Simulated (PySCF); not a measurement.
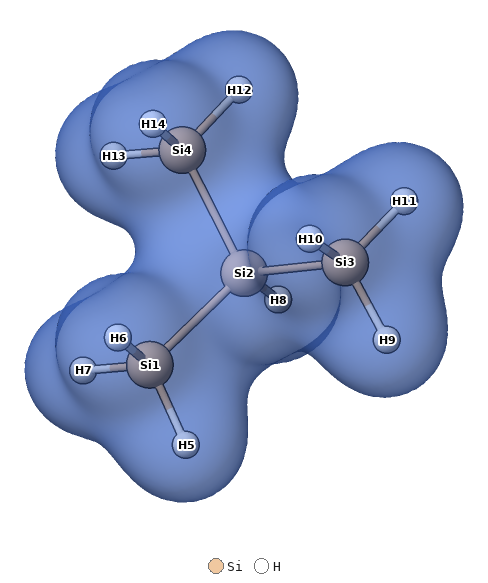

H10Si4 (SMILES [SiH3][SiH]([SiH3])[SiH3]). Isosurface of the total electron density at 0.05 e/Å³ (blue), seen at a tilt.

Geometry: PBE0-D3(BJ)/def2-SVP.

Computed with B3LYP/def2-SVPD, SCF density, gas phase in PySCF 2.14.0.

```xyz
14

Si   -0.0395    2.1070   -0.7811
Si    0.0766    0.1664    0.5305
Si    1.9027   -1.1332   -0.1595
Si   -1.8983   -1.0576    0.2204
H     1.1967    2.9339   -0.6272
H    -0.1765    1.7087   -2.2165
H    -1.2270    2.9301   -0.3954
H     0.2345    0.5347    1.9751
H     3.1844   -0.3889    0.0392
H     1.7500   -1.4509   -1.6130
H     1.9611   -2.4147    0.6093
H    -1.9046   -2.2865    1.0725
H    -3.0961   -0.2270    0.5555
H    -1.9849   -1.4669   -1.2158
```

How is the density connected at this value?

At this value the surface is in one piece. It bridges the sampled Si–Si (2.34 Å) and Si–H (1.50 Å) contacts, where the density stays above the isovalue. On the grid the lowest density along these lines, outside the cores, is 0.62 e/Å³ (Si–Si, 2.34 Å) and 0.75 e/Å³ (Si–H, 1.50 Å).
